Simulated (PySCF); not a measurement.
AlI (charge −1, doublet)

```yaml
atoms:
  - { symbol: Al, position_ang: [0.0000, 0.0000, -2.3223] }
  - { symbol: I, position_ang: [0.0000, 0.0000, 0.4937] }
```

Core potentials replace the inner electrons of I.

The calculation used PBE0/def2-SVPD, non-relativistic Hamiltonian with scalar-relativistic core potentials where named, at a bond length of 2.816 Å in PySCF 2.14.0.

Question: Predict the electron density, electron localisation function and spin density between the atoms.

Answer: Al–I (2.82 Å): ρ is about 0.31 e/Å³ halfway, with its minimum of 0.22 e/Å³ about 1.0 Å from Al; the ELF peaks at about 0.75 in the valence shell of I, 1.3 Å from its nucleus, and is about 0.75 at the midpoint.
The unpaired spin (1 electron) lies mostly on Al1 (about 0.9) and I2 (about 0.1), in electrons by Hirshfeld's partition.

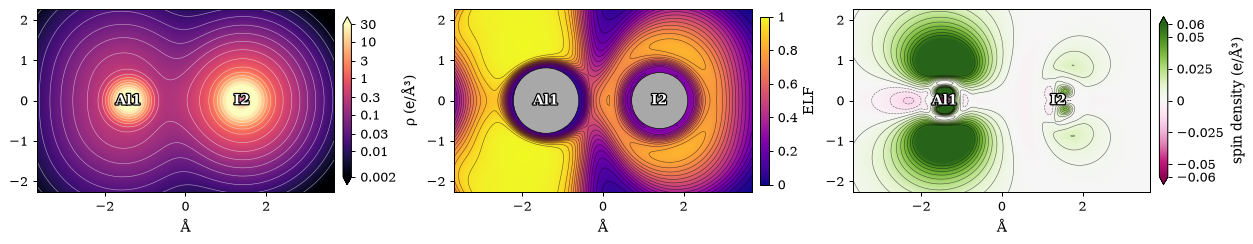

Computed electron density, electron localisation function and spin density on a plane that holds the molecular axis, in this order. Grey discs cover the atomic cores in the ELF map. 
